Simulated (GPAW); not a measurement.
AlNH2Cl: calculation of the molecule and its ions (part 1 of 4)

System: AlNH2Cl, multiplicity 2, SMILES [NH2][Al][Cl].
Method: vdW-DF2/dzp, UKS, scalar-relativistic datasets (GPAW 26.7.0).

The geometry comes from this level: PBE0-D4/def2-TZVP.

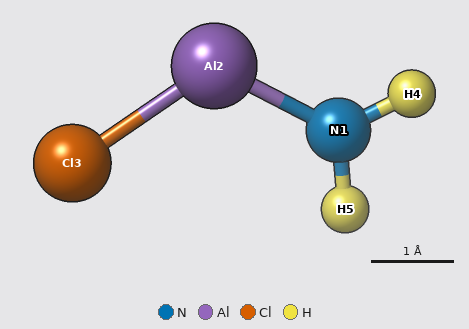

Figure 1. The structure as given in the input (ball-and-stick view, seen at an oblique angle; atoms are numbered from 1 in the order of the input). Sticks mark near contacts. Bond lengths as drawn: Al–Cl 2.12 Å, Al–N 1.76 Å and H–N 1.01 Å.

## Input file (molecule.py)
```python
import numpy as np
from ase import Atoms
from ase.units import Bohr
from gpaw import GPAW

# Set up the molecule
positions_bohr = np.array(
              [[ -1.038216,   0.872487,  -0.438416],
               [  0.760804,  -0.551044,   1.982512],
               [  3.603708,  -3.117481,   0.832991],
               [ -2.444550,   2.122729,  -0.157792],
               [ -0.787260,   0.534226,  -2.297718]])
atoms = Atoms(["N", "Al", "Cl", "H", "H"], positions=positions_bohr * Bohr)
atoms.center(vacuum=6.0)

energies = {}
for name, charge, unpaired in [("neutral", 0, 1), ("oxidised", 1, 0), ("reduced", -1, 0)]:
    atoms.set_initial_magnetic_moments([unpaired / len(atoms)] * len(atoms))
    calc = GPAW(mode="lcao",
                basis="dzp",
                h=0.22,
                xc={"name": "vdW-DF2", "backend": "libvdwxc"},
                charge=charge,
                occupations={"name": "fermi-dirac", "width": 0.0, "fixmagmom": unpaired > 0},
                maxiter=120,
                symmetry="off",
                txt="-")
    atoms.calc = calc
    energies[name] = atoms.get_potential_energy()
    print(f'{name:10} {energies[name]:12.5f} eV')

ip = energies["oxidised"] - energies["neutral"]
print(f"Vertical IP: {ip:.3f} eV")
ea = energies["neutral"] - energies["reduced"]
print(f"Vertical EA             {ea:.3f} eV")
```

Run on 1 thread of Arm Neoverse V2, 24 GiB of memory available, shared host.

Launched with:
```bash
OMP_NUM_THREADS=1 python molecule.py
```

## Log
```
__  _  _
 | _ |_)|_||  |
 |__||  | ||/\| - 26.7.0

units:  Angstrom and eV
cores:  1
OpenMP: False

Versions:
  Python: 3.12.14
  ASE:    3.29.0
  Numpy:  2.5.5
  Scipy:  1.18.1
  Libxc:  7.0.0

        _gpaw.cpython-312-aarch64-linux-gnu.so

Input parameters:
  mode=LCAO(),
  basis={'default': 'dzp'},
  charge=0.0,
  h=0.22,
  maxiter=120,
  occupations=Occupations(name='fermi-dirac', width=0.0, fixmagmom=True),
  symmetry=Symmetry(point_group=False, time_reversal=False),
  xc=XC(name='vdW-DF2', backend='libvdwxc')
          .------------------------------------.
         /|                                    |
        / |                                    |
       /  |                                    |
      /   |                                    |
     /    |                                    |
    /     |                                    |
   /      |                                    |
  /       |                                    |
 *        |                                    |
 |        |                                    |
 |        |                                    |
 |        |             Al                     |
 |        |          HN                        |
 |        |                Cl                  |
 |        |            H                       |
 |        |                                    |
 |        |                                    |
 |        .------------------------------------.
 |       /                                    /
 |      /                                    /
 |     /                                    /
 |    /                                    /
 |   /                                    /
 |  /                                    /
 | /                                    /
 |/                                    /
 *------------------------------------*

Atoms  # Å, Bohr magnetons
|   | symbol |        x |        y |        z |    initial magnetic moments |
|---|--------|----------|----------|----------|-----------------------------|
| 0 |      N | 6.744200 | 8.111400 | 6.983900 | ( 0.0000,  0.0000,  0.2000) |
| 1 |     Al | 7.696200 | 7.358100 | 8.265000 | ( 0.0000,  0.0000,  0.2000) |
| 2 |     Cl | 9.200600 | 6.000000 | 7.656700 | ( 0.0000,  0.0000,  0.2000) |
| 3 |      H | 6.000000 | 8.773000 | 7.132400 | ( 0.0000,  0.0000,  0.2000) |
| 4 |      H | 6.877000 | 7.932400 | 6.000000 | ( 0.0000,  0.0000,  0.2000) |

Unit cell  # Å
| periodic |         x |         y |         z |   lengths |    angles |
|----------|-----------|-----------|-----------|-----------|-----------|
|       no | 15.200600 |  0.000000 |  0.000000 | 15.200600 | 90.000000 |
|       no |  0.000000 | 14.773000 |  0.000000 | 14.773000 | 90.000000 |
|       no |  0.000000 |  0.000000 | 14.265000 | 14.265000 | 90.000000 |

Number of symmetries: 1
Symmetry operations  # r_c * U_cc + t_c -> r_c
|   | kind |            matrix            |
|---|------|------------------------------|
| 0 |  E   |  1, 0, 0,  0, 1, 0,  0, 0, 1 |

BZ-sampling:
  Number of BZ points: 1
  Number of IBZ points: 1

  Monkhorst-Pack size: [1, 1, 1]
  Monkhorst-Pack shift: [0, 0, 0]

K-points  # in reciprocal-cell coordinates
|   |                                coordinates |     weight |
|---|--------------------------------------------|------------|
| 0 | (  0.00000000,   0.00000000,   0.00000000) | 1.00000000 |

basis functions: 49
Spin-components: 2 (collinear spins)
Bands:           14
Projectors:      21
Spin-degeneracy: 1
Datatype:        <class 'float'>

  Storage: CPU
  Wave functions: 10_976 bytes (10_976 per core)

Parallelization:
  kpt:    1
  domain: 1
  band:   1

Density:
  Valence electrons: 17.0
  Components: 2
  Grid points: [68 68 64]
  Charge: 0.0  # |e|

Potential:
  Grid points: [68 68 64]

species:
  N:
    name:    Nitrogen
    Z:       7.0
    valence: 5
    core:    2
    charge:  0.0  # [|e|]
    file:    N.PBE.gz
    compensation charges:
      type: gauss
      rc: 0.18  # [Å]
      lmax: 2
    cutoffs:
      filter: 1.11  # [Å]
      core: 0.96  # [Å]
    projectors
    | kind |    occ | energy [eV] | rcut [Å] |
    |------|--------|-------------|----------|
    |   2s |  2.000 |     -18.583 |    0.603 |
    |   2p |  3.000 |      -7.089 |    0.529 |
    |    s |        |       8.629 |    0.603 |
    |    p |        |      20.123 |    0.529 |
    |    d |        |       0.000 |    0.577 |

    LCAO basis set for N:
      Name: dzp
      File: N.dzp.basis.gz
      Number of radial functions: 5
      Number of spherical harmonics: 13
        l=0, rc=4.8594 Bohr: 2s-sz confined orbital
        l=1, rc=6.0625 Bohr: 2p-sz confined orbital
        l=0, rc=2.6094 Bohr: 2s-dz split-valence wave
        l=1, rc=3.2656 Bohr: 2p-dz split-valence wave
        l=2, rc=6.0625 Bohr: d-type Gaussian polarization
      Number of RI-basis functions 0

  Al:
    name:    Aluminium
    Z:       13.0
    valence: 3
    core:    10
    charge:  0.0  # [|e|]
    file:    Al.PBE.gz
    compensation charges:
      type: gauss
      rc: 0.34  # [Å]
      lmax: 2
    cutoffs:
      filter: 1.91  # [Å]
      core: 2.36  # [Å]
    projectors
    | kind |    occ | energy [eV] | rcut [Å] |
    |------|--------|-------------|----------|
    |   3s |  2.000 |      -7.753 |    1.085 |
    |   3p |  1.000 |      -2.712 |    1.085 |
    |    s |        |      19.459 |    1.085 |
    |    p |        |      24.499 |    1.085 |
    |    d |        |       0.000 |    1.085 |

    LCAO basis set for Al:
      Name: dzp
      File: Al.dzp.basis.gz
      Number of radial functions: 5
      Number of spherical harmonics: 13
        l=0, rc=7.8750 Bohr: 3s-sz confined orbital
        l=1, rc=10.4219 Bohr: 3p-sz confined orbital
        l=0, rc=4.6094 Bohr: 3s-dz split-valence wave
        l=1, rc=6.2812 Bohr: 3p-dz split-valence wave
        l=2, rc=10.4219 Bohr: d-type Gaussian polarization
      Number of RI-basis functions 0

  Cl:
    name:    Chlorine
    Z:       17.0
    valence: 7
    core:    10
    charge:  0.0  # [|e|]
    file:    Cl.PBE.gz
    compensation charges:
      type: gauss
      rc: 0.25  # [Å]
      lmax: 2
    cutoffs:
      filter: 1.40  # [Å]
      core: 1.49  # [Å]
    projectors
    | kind |    occ | energy [eV] | rcut [Å] |
    |------|--------|-------------|----------|
    |   3s |  2.000 |     -20.689 |    0.794 |
    |   3p |  5.000 |      -8.594 |    0.794 |
    |    s |        |       6.523 |    0.794 |
    |    p |        |      18.617 |    0.794 |
    |    d |        |       0.000 |    0.794 |

    LCAO basis set for Cl:
      Name: dzp
      File: Cl.dzp.basis.gz
      Number of radial functions: 5
      Number of spherical harmonics: 13
        l=0, rc=5.1719 Bohr: 3s-sz confined orbital
        l=1, rc=6.2656 Bohr: 3p-sz confined orbital
        l=0, rc=2.8281 Bohr: 3s-dz split-valence wave
        l=1, rc=3.5156 Bohr: 3p-dz split-valence wave
        l=2, rc=6.2656 Bohr: d-type Gaussian polarization
      Number of RI-basis functions 0

  H:
    name:    Hydrogen
    Z:       1.0
    valence: 1
    core:    0
    charge:  0.0  # [|e|]
    file:    H.PBE.gz
    compensation charges:
      type: gauss
      rc: 0.15  # [Å]
      lmax: 2
    cutoffs:
      filter: 0.85  # [Å]
      core: 0.53  # [Å]
    projectors
    | kind |    occ | energy [eV] | rcut [Å] |
    |------|--------|-------------|----------|
    |   1s |  1.000 |      -6.494 |    0.476 |
    |    s |        |      20.717 |    0.476 |
    |    p |        |       0.000 |    0.476 |

    LCAO basis set for H:
      Name: dzp
      File: H.dzp.basis.gz
      Number of radial functions: 3
      Number of spherical harmonics: 5
        l=0, rc=6.4219 Bohr: 1s-sz confined orbital
        l=0, rc=3.6094 Bohr: 1s-dz split-valence wave
        l=1, rc=6.4219 Bohr: p-type Gaussian polarization
      Number of RI-basis functions 0

Reference energy: -20665.074489  # eV

eigensolver:
  <gpaw.new.lcao.eigensolver.LCAOEigensolver object at 0xf1968b0ac260>
density mixing:
  MSR1-Mixer
  Pratt-step length: 0.05
  Maximum mixing coefficient: 0.75
  Old densities: 10
  SVD Regularization: 0.005
  Good broyden scale: 1.0
  Trust region scale: 1.0
  Backstep threshold: 4.0
  History deletion threshold: 6.0
  Fourier metric: weight=20.0, sigma=0.015

occupation numbers:
  Fixed magnetic moment: 1.000
  # Zero width

FastPoissonSolver using
    Stencil: 6*3+1=19 point O(h^6) finite-difference Laplacian
    FFT axes: []
    FST axes: [np.int64(2), np.int64(0), np.int64(1)]

xc functional:
  name: vdW-DF2 with libvdwxc
  Mode: serial
  Semilocal: GGA_X_RPW86+LDA_C_PW with 2 nearest neighbor stencil
  Local blocksize: 136 x 136 x 128
  PAW datasets: PBE
interpolation: tri-quintic # 5. degree polynomial

          .------------------------------------.
         /|                                    |
        / |                                    |
       /  |                                    |
      /   |                                    |
     /    |                                    |
    /     |                                    |
   /      |                                    |
  /       |                                    |
 *        |                                    |
 |        |                                    |
 |        |                                    |
 |        |             Al                     |
 |        |          HN                        |
 |        |                Cl                  |
 |        |            H                       |
 |        |                                    |
 |        |                                    |
 |        .------------------------------------.
 |       /                                    /
 |      /                                    /
 |     /                                    /
 |    /                                    /
 |   /                                    /
 |  /                                    /
 | /                                    /
 |/                                    /
 *------------------------------------*

Atoms  # Å, Bohr magnetons
|   | symbol |        x |        y |        z |    initial magnetic moments |
|---|--------|----------|----------|----------|-----------------------------|
| 0 |      N | 6.744200 | 8.111400 | 6.983900 | ( 0.0000,  0.0000,  0.2000) |
| 1 |     Al | 7.696200 | 7.358100 | 8.265000 | ( 0.0000,  0.0000,  0.2000) |
| 2 |     Cl | 9.200600 | 6.000000 | 7.656700 | ( 0.0000,  0.0000,  0.2000) |
| 3 |      H | 6.000000 | 8.773000 | 7.132400 | ( 0.0000,  0.0000,  0.2000) |
| 4 |      H | 6.877000 | 7.932400 | 6.000000 | ( 0.0000,  0.0000,  0.2000) |

Unit cell  # Å
| periodic |         x |         y |         z |   lengths |    angles |
|----------|-----------|-----------|-----------|-----------|-----------|
|       no | 15.200600 |  0.000000 |  0.000000 | 15.200600 | 90.000000 |
|       no |  0.000000 | 14.773000 |  0.000000 | 14.773000 | 90.000000 |
|       no |  0.000000 |  0.000000 | 14.265000 | 14.265000 | 90.000000 |

Number of symmetries: 1
Symmetry operations  # r_c * U_cc + t_c -> r_c
|   | kind |            matrix            |
|---|------|------------------------------|
| 0 |  E   |  1, 0, 0,  0, 1, 0,  0, 0, 1 |

BZ-sampling:
  Number of BZ points: 1
  Number of IBZ points: 1

  Monkhorst-Pack size: [1, 1, 1]
  Monkhorst-Pack shift: [0, 0, 0]

K-points  # in reciprocal-cell coordinates
|   |                                coordinates |     weight |
|---|--------------------------------------------|------------|
| 0 | (  0.00000000,   0.00000000,   0.00000000) | 1.00000000 |

basis functions: 49
Spin-components: 2 (collinear spins)
Bands:           14
Projectors:      21
Spin-degeneracy: 1
Datatype:        <class 'float'>

  Storage: CPU
  Wave functions: 10_976 bytes (10_976 per core)

Parallelization:
  kpt:    1
  domain: 1
  band:   1

Density:
  Valence electrons: 17.0
  Components: 2
  Grid points: [68 68 64]
  Charge: 0.0  # |e|

Potential:
  Grid points: [68 68 64]

species:
  N:
    name:    Nitrogen
    Z:       7.0
    valence: 5
    core:    2
    charge:  0.0  # [|e|]
    file:    N.PBE.gz
    compensation charges:
      type: gauss
      rc: 0.18  # [Å]
      lmax: 2
    cutoffs:
      filter: 1.11  # [Å]
      core: 0.96  # [Å]
    projectors
    | kind |    occ | energy [eV] | rcut [Å] |
    |------|--------|-------------|----------|
    |   2s |  2.000 |     -18.583 |    0.603 |
    |   2p |  3.000 |      -7.089 |    0.529 |
    |    s |        |       8.629 |    0.603 |
    |    p |        |      20.123 |    0.529 |
    |    d |        |       0.000 |    0.577 |

    LCAO basis set for N:
      Name: dzp
      File: N.dzp.basis.gz
      Number of radial functions: 5
      Number of spherical harmonics: 13
        l=0, rc=4.8594 Bohr: 2s-sz confined orbital
        l=1, rc=6.0625 Bohr: 2p-sz confined orbital
        l=0, rc=2.6094 Bohr: 2s-dz split-valence wave
        l=1, rc=3.2656 Bohr: 2p-dz split-valence wave
        l=2, rc=6.0625 Bohr: d-type Gaussian polarization
      Number of RI-basis functions 0

  Al:
    name:    Aluminium
    Z:       13.0
    valence: 3
    core:    10
    charge:  0.0  # [|e|]
    file:    Al.PBE.gz
    compensation charges:
      type: gauss
      rc: 0.34  # [Å]
      lmax: 2
    cutoffs:
      filter: 1.91  # [Å]
      core: 2.36  # [Å]
    projectors
    | kind |    occ | energy [eV] | rcut [Å] |
    |------|--------|-------------|----------|
    |   3s |  2.000 |      -7.753 |    1.085 |
    |   3p |  1.000 |      -2.712 |    1.085 |
    |    s |        |      19.459 |    1.085 |
    |    p |        |      24.499 |    1.085 |
    |    d |        |       0.000 |    1.085 |

    LCAO basis set for Al:
      Name: dzp
      File: Al.dzp.basis.gz
      Number of radial functions: 5
      Number of spherical harmonics: 13
        l=0, rc=7.8750 Bohr: 3s-sz confined orbital
        l=1, rc=10.4219 Bohr: 3p-sz confined orbital
        l=0, rc=4.6094 Bohr: 3s-dz split-valence wave
        l=1, rc=6.2812 Bohr: 3p-dz split-valence wave
        l=2, rc=10.4219 Bohr: d-type Gaussian polarization
      Number of RI-basis functions 0

  Cl:
    name:    Chlorine
    Z:       17.0
    valence: 7
    core:    10
    charge:  0.0  # [|e|]
    file:    Cl.PBE.gz
    compensation charges:
      type: gauss
      rc: 0.25  # [Å]
      lmax: 2
    cutoffs:
      filter: 1.40  # [Å]
      core: 1.49  # [Å]
    projectors
    | kind |    occ | energy [eV] | rcut [Å] |
    |------|--------|-------------|----------|
    |   3s |  2.000 |     -20.689 |    0.794 |
    |   3p |  5.000 |      -8.594 |    0.794 |
    |    s |        |       6.523 |    0.794 |
    |    p |        |      18.617 |    0.794 |
    |    d |        |       0.000 |    0.794 |

    LCAO basis set for Cl:
      Name: dzp
      File: Cl.dzp.basis.gz
      Number of radial functions: 5
      Number of spherical harmonics: 13
        l=0, rc=5.1719 Bohr: 3s-sz confined orbital
        l=1, rc=6.2656 Bohr: 3p-sz confined orbital
        l=0, rc=2.8281 Bohr: 3s-dz split-valence wave
        l=1, rc=3.5156 Bohr: 3p-dz split-valence wave
        l=2, rc=6.2656 Bohr: d-type Gaussian polarization
      Number of RI-basis functions 0

  H:
    name:    Hydrogen
    Z:       1.0
    valence: 1
    core:    0
    charge:  0.0  # [|e|]
    file:    H.PBE.gz
    compensation charges:
      type: gauss
      rc: 0.15  # [Å]
      lmax: 2
    cutoffs:
      filter: 0.85  # [Å]
      core: 0.53  # [Å]
    projectors
    | kind |    occ | energy [eV] | rcut [Å] |
    |------|--------|-------------|----------|
    |   1s |  1.000 |      -6.494 |    0.476 |
    |    s |        |      20.717 |    0.476 |
    |    p |        |       0.000 |    0.476 |

    LCAO basis set for H:
      Name: dzp
      File: H.dzp.basis.gz
      Number of radial functions: 3
      Number of spherical harmonics: 5
        l=0, rc=6.4219 Bohr: 1s-sz confined orbital
        l=0, rc=3.6094 Bohr: 1s-dz split-valence wave
        l=1, rc=6.4219 Bohr: p-type Gaussian polarization
      Number of RI-basis functions 0

Reference energy: -20665.074489  # eV

eigensolver:
  <gpaw.new.lcao.eigensolver.LCAOEigensolver object at 0xf19688f7c260>
density mixing:
  MSR1-Mixer
  Pratt-step length: 0.05
  Maximum mixing coefficient: 0.75
  Old densities: 10
  SVD Regularization: 0.005
  Good broyden scale: 1.0
  Trust region scale: 1.0
  Backstep threshold: 4.0
  History deletion threshold: 6.0
  Fourier metric: weight=20.0, sigma=0.015

occupation numbers:
  Fixed magnetic moment: 1.000
  # Zero width

FastPoissonSolver using
    Stencil: 6*3+1=19 point O(h^6) finite-difference Laplacian
    FFT axes: []
    FST axes: [np.int64(2), np.int64(0), np.int64(1)]

xc functional:
  name: vdW-DF2 with libvdwxc
  Mode: serial
  Semilocal: GGA_X_RPW86+LDA_C_PW with 2 nearest neighbor stencil
  Local blocksize: 136 x 136 x 128
  PAW datasets: PBE
interpolation: tri-quintic # 5. degree polynomial

Initialization done in: 11.215 s

convergence criteria:
- Maximum [total energy] change in last 3 cyles: 0.0005 eV / valence electron
- Maximum integral of absolute [dens]ity change: 0.0001 electrons / valence electron
- Maximum integral of absolute [eigenst]ate change: 4e-08 eV^2 / valence electron
maximum number of iterations: 120
```
